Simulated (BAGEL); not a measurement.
**singlet [SiNH2Cl2]+ at 5 levels**

Wanted: a comparison of 5 runs (HF/3-21G, B3LYP/6-31G*, B3LYP/def2-SVPD, PBE0/def2-SVPD, RI-MP2/def2-SVPD) of singlet [SiNH2Cl2]+. 

The calculation is run with BAGEL 1.2.2.

2 further runs of the same task are left out: 2 set aside as unsound or not needed. Runs told in other sessions of the task aren't counted.

## Step 1: The system as given

The species is [SiNH2Cl2]+ (6 atoms), meant as a singlet with charge +1. As SMILES of the parent species, `N[Si](Cl)Cl`. The coordinates come from a PBE0-D4/def2-TZVP relaxation. This is one conformer, not always the lowest. That shape belongs to the parent species and isn't relaxed for this state.

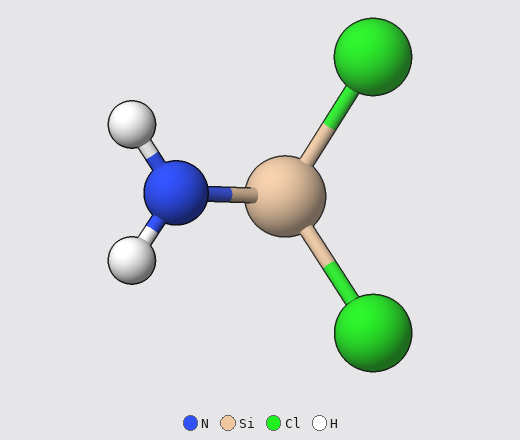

Viewed from a chosen angle; nitrogen blue, silicon light orange, chlorine green, hydrogen white.

## Step 2: The energy at HF/3-21G (density fitting with qzvpp-jkfit) (run 1)

The input, input.json:

```json
{ "bagel": [

{
  "title": "molecule",
  "basis": "3-21g",
  "df_basis": "qzvpp-jkfit",
  "angstrom": true,
  "geometry": [
    { "atom": "N", "xyz": [   -0.044400,    0.895300,   -0.153600 ] },
    { "atom": "Si", "xyz": [   -0.339600,   -0.701400,    0.363200 ] },
    { "atom": "Cl", "xyz": [    1.300200,   -1.294100,    1.459200 ] },
    { "atom": "Cl", "xyz": [   -0.574100,   -1.849600,   -1.330500 ] },
    { "atom": "H", "xyz": [    0.310900,    1.580200,    0.495200 ] },
    { "atom": "H", "xyz": [   -0.610900,    1.305500,   -0.879600 ] }
  ]
},
{ "title": "hf", "charge": 1 },
{ "title": "print", "file": "orbitals.molden", "orbitals": true }

]}
```

Command:

```console
BAGEL_NUM_THREADS=1 BAGEL input.json > input.out
```

What it wrote:

```text
* using 1 threads per process

  ===============================================================
  ===============================================================

  *** Geometry ***

  { "atom" : "N", "xyz" : [     -0.083904,      1.691872,     -0.290262 ] },
  { "atom" : "Si", "xyz" : [     -0.641751,     -1.325454,      0.686349 ] },
  { "atom" : "Cl", "xyz" : [      2.457022,     -2.445495,      2.757488 ] },
  { "atom" : "Cl", "xyz" : [     -1.084892,     -3.495237,     -2.514281 ] },
  { "atom" : "H", "xyz" : [      0.587516,      2.986145,      0.935792 ] },
  { "atom" : "H", "xyz" : [     -1.154434,      2.467037,     -1.662203 ] },

  Number of auxiliary basis functions:      497

  Since a DF basis is specified, we compute 2- and 3-index integrals:
    o Being stored without compression. Storage requirement is 0.011 GB

  Number of basis functions:       52
  Number of electrons      :       57

    * METHOD: MOLECULE                             0.20

  *** RHF ***

  === Nuclear Repulsion ===
   263.2092823721

      * DIIS with orbital gradients will be used.

  === RHF iteration (3-21g) ===
      0      -1256.90088107          0.02080764           0.06
      1      -1257.01996426          0.01318348           0.06
      2      -1257.06195469          0.00144342           0.06
      3      -1257.06281703          0.00058674           0.06
      4      -1257.06298639          0.00015057           0.06
      5      -1257.06300901          0.00005156           0.06
      6      -1257.06301179          0.00001826           0.06
      7      -1257.06301232          0.00000690           0.06
      8      -1257.06301239          0.00000204           0.06
      9      -1257.06301239          0.00000084           0.06
     10      -1257.06301239          0.00000023           0.06
     11      -1257.06301239          0.00000008           0.06
     12      -1257.06301239          0.00000004           0.06
     13      -1257.06301239          0.00000002           0.06
     14      -1257.06301239          0.00000001           0.06
    * SCF iteration converged.

    * Permanent dipole moment:
           (    1.477156,    -1.842211,    -0.625960) a.u.

    * METHOD: HF                                   1.01

    * METHOD: PRINT                                0.01

  ===============================================================
```

Wall time 1.4 s (1 thread of Arm Neoverse V1, shared host).

## Step 3: A single-point energy at B3LYP/6-31G(d) (density fitting with qzvpp-jkfit, spherical functions) (run 2)

The input, input.json:

```json
{ "bagel" : [

{
  "title" : "molecule",
  "basis" : "6-31gs.json",
  "df_basis" : "qzvpp-jkfit",
  "angstrom" : true,
  "geometry" : [
    { "atom" : "N", "xyz" : [      -0.044400,       0.895300,      -0.153600 ] },
    { "atom" : "Si", "xyz" : [      -0.339600,      -0.701400,       0.363200 ] },
    { "atom" : "Cl", "xyz" : [       1.300200,      -1.294100,       1.459200 ] },
    { "atom" : "Cl", "xyz" : [      -0.574100,      -1.849600,      -1.330500 ] },
    { "atom" : "H", "xyz" : [       0.310900,       1.580200,       0.495200 ] },
    { "atom" : "H", "xyz" : [      -0.610900,       1.305500,      -0.879600 ] }
  ]
},

{ "title" : "ks", "xc_func" : "b3lyp", "charge" : 1 },

{ "title" : "print", "file" : "orbitals.molden", "orbitals" : true }

]}
```

The basis set 6-31G* is read from a file made from the Basis Set Exchange's data (not shown).

Command:

```console
BAGEL_NUM_THREADS=1 BAGEL input.json > input.out
```

What it wrote:

```text
* using 1 threads per process

  ===============================================================
  ===============================================================

  *** Geometry ***

  { "atom" : "N", "xyz" : [     -0.083904,      1.691872,     -0.290262 ] },
  { "atom" : "Si", "xyz" : [     -0.641751,     -1.325454,      0.686349 ] },
  { "atom" : "Cl", "xyz" : [      2.457022,     -2.445495,      2.757488 ] },
  { "atom" : "Cl", "xyz" : [     -1.084892,     -3.495237,     -2.514281 ] },
  { "atom" : "H", "xyz" : [      0.587516,      2.986145,      0.935792 ] },
  { "atom" : "H", "xyz" : [     -1.154434,      2.467037,     -1.662203 ] },

  Number of auxiliary basis functions:      497

  Since a DF basis is specified, we compute 2- and 3-index integrals:
    o Being stored without compression. Storage requirement is 0.021 GB

  Number of basis functions:       72
  Number of electrons      :       57

    * METHOD: MOLECULE                             0.27

  *** Kohn-Sham DFT ***

    * Removing 10701 points whose weight is below 1.00e-10
    * Grid points: 78735

  === Nuclear Repulsion ===
   263.2092823721

       - DIIS with orbital gradients will be used.

  === KS iteration (b3lyp / 6-31gs.json) ===
      0      -1240.78087094          0.14386741           0.35
      1      -1196.46942398          0.16964234           0.33
      2      -1231.01653021          0.11003087           0.34
      3      -1244.44157643          0.14713187           0.34
      4      -1265.42460030          0.01800668           0.33
      5      -1264.96327559          0.03160557           0.32
      6      -1265.36533699          0.01938723           0.32
      7      -1265.49340400          0.01273852           0.33
      8      -1265.59986691          0.00310228           0.33
      9      -1265.60769171          0.00058887           0.35
     10      -1265.60784940          0.00042118           0.35
     11      -1265.60800969          0.00007614           0.34
     12      -1265.60801267          0.00002492           0.34
     13      -1265.60801293          0.00001740           0.35
     14      -1265.60801305          0.00000404           0.33
     15      -1265.60801306          0.00000191           0.33
     16      -1265.60801306          0.00000084           0.33
     17      -1265.60801306          0.00000057           0.33
     18      -1265.60801306          0.00000009           0.33
     19      -1265.60801306          0.00000006           0.34
     20      -1265.60801306          0.00000001           0.33
     21      -1265.60801306          0.00000001           0.31
    * SCF iteration converged.

    * Permanent dipole moment:
           (    0.966428,    -1.584819,    -0.333968) a.u.

    * METHOD: KS                                   7.72

    * METHOD: PRINT                                0.01

  ===============================================================
```

Run time: 8.4 s. Hardware: 1 thread of Arm Neoverse V1, shared host; peak memory 0.32 GiB.

Runs 3 to 4 aren't shown in full; the table further down has their settings and results.

## Step 4: The energy at RI-MP2/def2-SVPD (density fitting with qzvpp-jkfit) (run 5)

The input, calc.json:

```json
{ "bagel": [

{
  "title": "molecule",
  "basis": "def2-svpd.json",
  "df_basis": "qzvpp-jkfit",
  "angstrom": "true",
  "geometry": [
    { "atom": "N", "xyz": [   -0.044400,    0.895300,   -0.153600 ] },
    { "atom": "Si", "xyz": [   -0.339600,   -0.701400,    0.363200 ] },
    { "atom": "Cl", "xyz": [    1.300200,   -1.294100,    1.459200 ] },
    { "atom": "Cl", "xyz": [   -0.574100,   -1.849600,   -1.330500 ] },
    { "atom": "H", "xyz": [    0.310900,    1.580200,    0.495200 ] },
    { "atom": "H", "xyz": [   -0.610900,    1.305500,   -0.879600 ] }
  ]
},
{ "title": "hf", "charge": 1 },
{ "title": "mp2", "charge": 1, "ncore": 16 }

]}
```

The basis set def2-SVPD is read from a file made from the Basis Set Exchange's data (not shown).

Command:

```console
BAGEL_NUM_THREADS=1 BAGEL calc.json > calc.out
```

What it wrote:

```text
* using 1 threads per process

  ===============================================================
  ===============================================================

  *** Geometry ***

  { "atom" : "N", "xyz" : [     -0.083904,      1.691872,     -0.290262 ] },
  { "atom" : "Si", "xyz" : [     -0.641751,     -1.325454,      0.686349 ] },
  { "atom" : "Cl", "xyz" : [      2.457022,     -2.445495,      2.757488 ] },
  { "atom" : "Cl", "xyz" : [     -1.084892,     -3.495237,     -2.514281 ] },
  { "atom" : "H", "xyz" : [      0.587516,      2.986145,      0.935792 ] },
  { "atom" : "H", "xyz" : [     -1.154434,      2.467037,     -1.662203 ] },

  Number of auxiliary basis functions:      497

  Since a DF basis is specified, we compute 2- and 3-index integrals:
    o Being stored without compression. Storage requirement is 0.052 GB

  Number of basis functions:      114
  Number of electrons      :       57

    * METHOD: MOLECULE                             0.29

  *** RHF ***

  === Nuclear Repulsion ===
   263.2092823721

      * DIIS with orbital gradients will be used.

  === RHF iteration (def2-svpd.json) ===
      0      -1262.71654321          0.01627020           0.14
      1      -1262.85445657          0.01188721           0.14
      2      -1262.93442415          0.00120708           0.15
      3      -1262.93608073          0.00046034           0.15
      4      -1262.93625886          0.00012977           0.14
      5      -1262.93628110          0.00004311           0.15
      6      -1262.93628440          0.00001747           0.15
      7      -1262.93628508          0.00000646           0.14
      8      -1262.93628520          0.00000251           0.15
      9      -1262.93628522          0.00000090           0.15
     10      -1262.93628522          0.00000037           0.14
     11      -1262.93628522          0.00000011           0.15
     12      -1262.93628522          0.00000004           0.15
     13      -1262.93628522          0.00000002           0.14
     14      -1262.93628522          0.00000001           0.15
    * SCF iteration converged.

    * Permanent dipole moment:
           (    1.118447,    -1.361833,    -0.480623) a.u.

    * METHOD: HF                                   2.47

  *** RHF ***

  === Nuclear Repulsion ===
   263.2092823721

      * DIIS with orbital gradients will be used.

  === RHF iteration (def2-svpd.json) ===
      0      -1262.93628522          0.00000000           0.14
    * SCF iteration converged.

    * Permanent dipole moment:
           (    1.118447,    -1.361833,    -0.480623) a.u.

  === DF-MP2 calculation ===

    * freezing 16 orbitals
    * 3-index integral transformation done
    * assembly done

      MP2 correlation energy:   -0.5556975286      0.08

      MP2 total energy:       -1263.4919827454

    * METHOD: MP2                                  0.38

  ===============================================================
```

Wall time 3.3 s (1 thread of Arm Neoverse V1, shared host); peak memory 0.17 GiB.

## Step 5: The series

```tsv
run	level	frozen core orbitals	energy (Eh)	HOMO energy (eV)	LUMO energy (eV)	HOMO–LUMO gap (eV)	wall time
1	HF/3-21G (density fitting with qzvpp-jkfit)	–	-1257.063012	-18.21	-7.75	10.46	1.4 s
2	B3LYP/6-31G* (density fitting with qzvpp-jkfit, spherical functions)	–	-1265.608013	-14.45	-10.54	3.91	8.4 s
3	B3LYP/def2-SVPD (density fitting with qzvpp-jkfit)	–	-1265.273419	-14.48	-10.53	3.95	31 s
4	PBE0/def2-SVPD (density fitting with qzvpp-jkfit)	–	-1264.741871	-14.76	-10.35	4.41	16 s
5	RI-MP2/def2-SVPD (density fitting with qzvpp-jkfit)	16	-1263.491983	–	–	–	3.3 s
```

## Step 6: Outcome

```
                                           quantity           value
                                run 5: total energy  -1263.49198 Eh
run 5: correlation energy (16 core orbitals frozen)      -555.7 mEh
```

Over runs 1, 2, 3, 4 the HOMO–LUMO gap runs from 3.91 eV (B3LYP/6-31G*) to 10.46 eV (HF/3-21G). The two ends differ in method and basis. Totals of different functionals can't be ranked against each other. All runs together took 60 s, the longest 31 s.
